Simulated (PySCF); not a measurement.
Molecule: SMILES [SiH3][SiH2][SiH2][Si](F)(F)F. Atoms near the plane z = 0.6 Å, at the GFN2-xTB optimised geometry (x, y, z in Å): F1 (0.0, -2.0, 1.1), Si2 (0.4, -0.9, 0.0), F4 (2.0, -0.9, 0.0), Si5 (-0.6, 1.2, 0.0), H8 (-2.0, 1.0, 0.5), H9 (0.1, 2.0, 1.0).

Calculation: CAM-B3LYP/def2-TZVP (PySCF). The values are rescaled to run from 0 to 1.

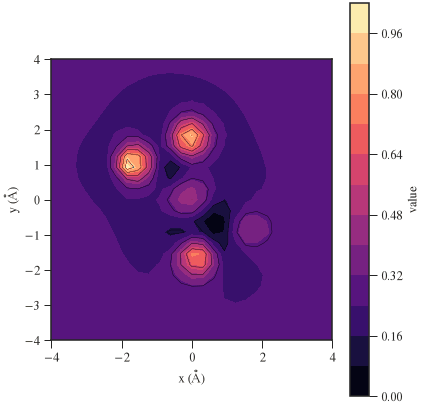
*a field on the plane z = 0.6 Å.*

Which quantity is mapped?
A) electron localisation function
B) electrostatic potential
C) log10 of the electron density
D) deformation density (molecule minus spherical neutral atoms)

D, deformation density (molecule minus spherical neutral atoms). In full: deformation density (molecule minus spherical neutral atoms) (e/bohr³).
